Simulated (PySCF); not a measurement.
C5H7FO2 (SMILES CCOCC(F)=C=O)

Input file:

```
{"job": {"xc": "KT3", "basis": "pcSseg-1", "solvent": "benzene", "kind": "nmr", "pop": true}, "charge": 0, "multiplicity": 1}
C     -2.236016    -0.744308    -0.271315
C     -1.051440     0.180778    -0.053502
O     -0.174094    -0.433104     0.878894
C      0.928551     0.344376     1.236386
C      1.911296     0.593842     0.104752
F      1.795750     1.802055    -0.524422
C      2.765468    -0.303708    -0.294802
O      3.504142    -1.167729    -0.538197
H     -2.747483    -0.919664     0.670911
H     -1.892122    -1.698483    -0.660080
H     -2.929089    -0.297555    -0.978315
H     -0.528328     0.358835    -1.003365
H     -1.386491     1.151787     0.341447
H      0.615291     1.338600     1.589997
H      1.420151    -0.197733     2.047381
```

Command:

```sh
OMP_NUM_THREADS=1 python ens_run.py task.json out
```

Geometry: GFN2-xTB.

Theory: KT3/pcSseg-1, SCF density, in a benzene solvent model, non-relativistic (PySCF 2.14.0).

Predict the electron density and electron localisation function between the atoms.

Answer. C–O (1.16 Å): ρ at the midpoint is about 3.6 e/Å³; the ELF peaks at about 0.85 between the atoms; a short, multiple covalent bond.
C–C (1.30 Å): ρ at the midpoint is about 2.3 e/Å³; the ELF peaks at about 0.90 between the atoms (a short, multiple covalent bond).
C–F (1.37 Å): the density is about 2.1 e/Å³ at the midpoint, with its minimum of 1.7 e/Å³ about 0.5 Å from C; the ELF peaks at about 0.85 between the atoms (a shared but strongly polarised pair).

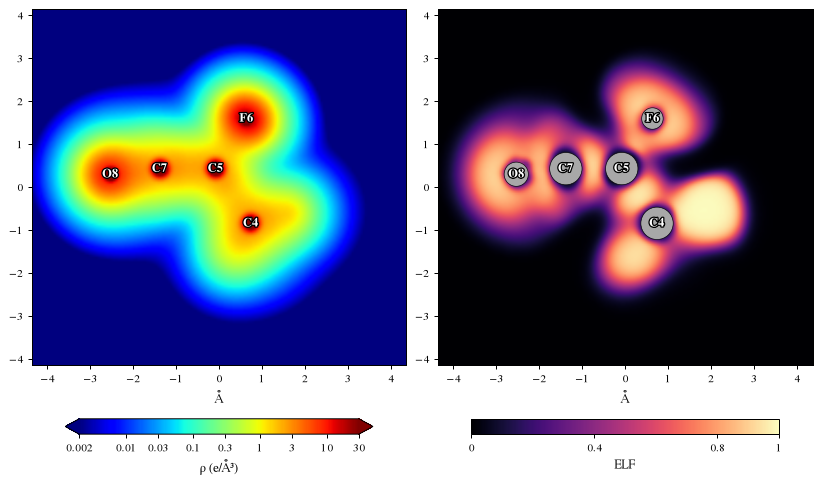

Computed electron density and electron localisation function on the plane of atoms F6, C5 and C7, in this order. Grey discs cover the atomic cores in the ELF map. 
